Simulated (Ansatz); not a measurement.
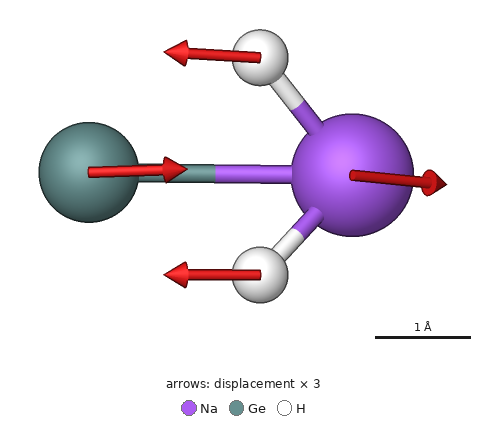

This is a relaxation of NaGeH₂ (multiplicity 2). The starting structure is drawn; red arrows show the displacements, 3 times their true length. The two geometries are superimposed by the best rigid fit.

A ball-and-stick model, seen face on.

It is one of the separated reactants of a reaction.

The calculation used UKS PBE-D4/def2-SVP (Ansatz). Settings: force threshold 0.03 eV/Å; at most 250 steps.

Describe the change and its energy.

Answer. The Na atom moves most after the best rigid fit: 0.41 Å. By element the largest moves are Na 0.41 Å, Ge 0.36 Å, H 0.35 Å. Among the contacts that change: H–Na 1.656 → 2.253 Å, Ge–H 2.189 → 1.673 Å, Ge–Na 2.781 → 2.812 Å. Bond angles that change, for instance: H–Na–H 88.4° → 62.2°, Ge–Na–H 51.9° → 36.5°. Over 6 geometry steps the energy falls by 207.6 kJ/mol. Largest force component: 2.7 eV/Å at the start, 0.017 eV/Å at the end. The run took 11 s on 2 threads of Intel Xeon Platinum 8259CL @ 2.50GHz (shared host).
